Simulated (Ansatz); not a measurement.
Take HfTiO4 (space group P2_12_12, No. 18; a = 4.699 Å, b = 5.066 Å, c = 5.619 Å; a cell from a computed database, its experimental status unchecked) as the base.

The change: a negative pressure, −2 GPa.

All numbers come from Ansatz (a first-principles code) PBEsol, spin-orbit coupling left out.

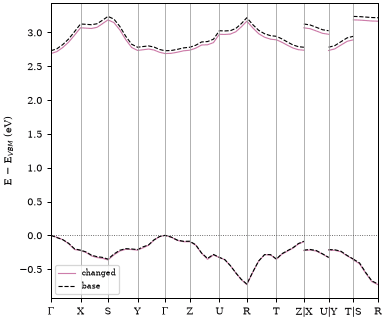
Figure: Highest valence and lowest conduction band along the path, each from its own valence-band maximum

### Question
Read the changed gap and its character from the plot.

### Answer
About 2.69 eV, direct at Γ.

With Hf present, leaving out spin-orbit coupling can change the band edges. Load acts through the strain it causes; cell and atoms are relaxed under it. No phonon test of stability was made. The final runs are not spin-polarised.
